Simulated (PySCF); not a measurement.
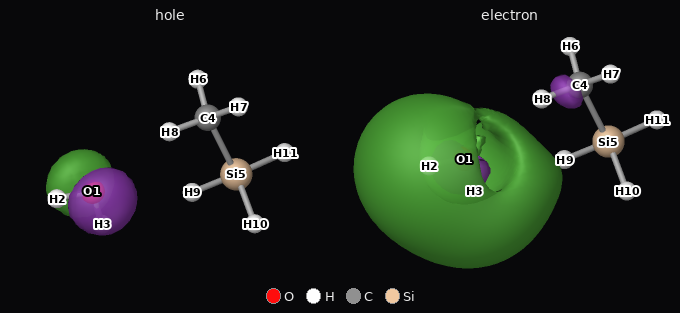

Figure 1: CH8OSi, SMILES `O.C[SiH3]`. Leading natural transition orbital pair of S₁ (TDA singlet states); the surfaces enclose about 85 % of each orbital's density.

Computed with PySCF, CAM-B3LYP/def2-SVP, geometry: an unrelaxed start of a pair search. Without diffuse functions Rydberg states are missing, so the states' numbers hold for this basis only.

Q: Give its energy and the atoms that hole and electron lie on.

A: 7.78 eV (159 nm), f = 0.014; the leading pair carries 100 %; hole on O1 (88 %) and H2 and H3 (6 % each), electron on H2 and H3 (33 % each) and O1 (25 %); their centroids lie 0.6 Å apart. In canonical orbitals it is mainly HOMO → LUMO (76 %). The HOMO–LUMO gap is 12.18 eV.
